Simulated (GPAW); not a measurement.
**SiSbH₄F: calculation of the molecule and its ions**

The run: calculation of the molecule and its ions of SiSbH₄F, SMILES [F][SbH][SiH3]. Method and program: revPBE/real-space grid, scalar-relativistic datasets (GPAW 26.7.0).

The geometry comes from this level: GFN2-xTB.

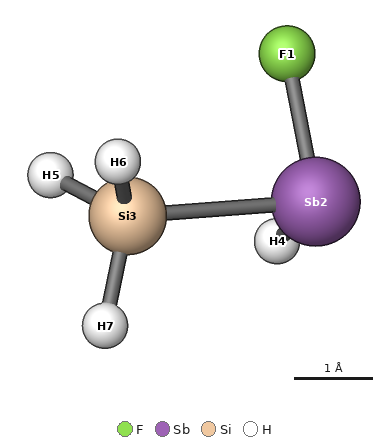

Figure 1. The input geometry (ball-and-stick view, seen at a tilt; atoms are numbered from 1 in the order of the input). Sticks mark near contacts. Bond lengths as drawn: F–Sb 2.03 Å, H–Sb 1.71 Å, H–Si 1.46 Å and Sb–Si 2.56 Å.

### Input (calc.py)
```python
from ase import Atoms
from gpaw import GPAW

# Atomic positions
molecule = Atoms("FSbSiHHHH",
    positions=[[ -0.525430,  -2.089490,   1.099560],
               [ -1.546210,  -0.773760,  -0.053710],
               [  0.450310,   0.827660,   0.076640],
               [ -0.842910,  -1.513390,  -1.428590],
               [  1.750620,   0.201900,  -0.138240],
               [  0.448950,   1.481820,   1.384490],
               [  0.264680,   1.865260,  -0.940140]])
molecule.center(vacuum=4.5)

energies = {}
for name, charge, unpaired in [("neutral", 0, 0), ("oxidised", 1, 1)]:
    molecule.set_initial_magnetic_moments([unpaired / len(molecule)] * len(molecule))
    gpaw_calc = GPAW(mode="fd",
                     xc="revPBE",
                     symmetry="off",
                     maxiter=100,
                     occupations={"name": "fermi-dirac", "width": 0.0, "fixmagmom": unpaired > 0},
                     charge=charge,
                     h=0.25,
                     txt=f'{name}.txt')
    molecule.calc = gpaw_calc
    energies[name] = molecule.get_potential_energy()
    print(f'{name:10} {energies[name]:12.5f} eV')

ip = energies["oxidised"] - energies["neutral"]
print(f"Vertical IP = {ip:.3f} eV")
```

Run on 1 thread of Arm Neoverse V1, 24 GiB of memory available, shared host.

Command:
```bash
OMP_NUM_THREADS=1 python calc.py
```

### Output
```
neutral       -26.32563 eV
oxidised      -17.03372 eV
Vertical IP = 9.292 eV
```

### Key numbers

| quantity | value |
| --- | --- |
| outcome | converged |
| ionisation energy | 9.29 eV |
| wall time | 36 s |
| peak memory | 0.68 GiB |

### Notes

On so coarse a grid the energy depends on the position of the molecule, which gives spurious forces.
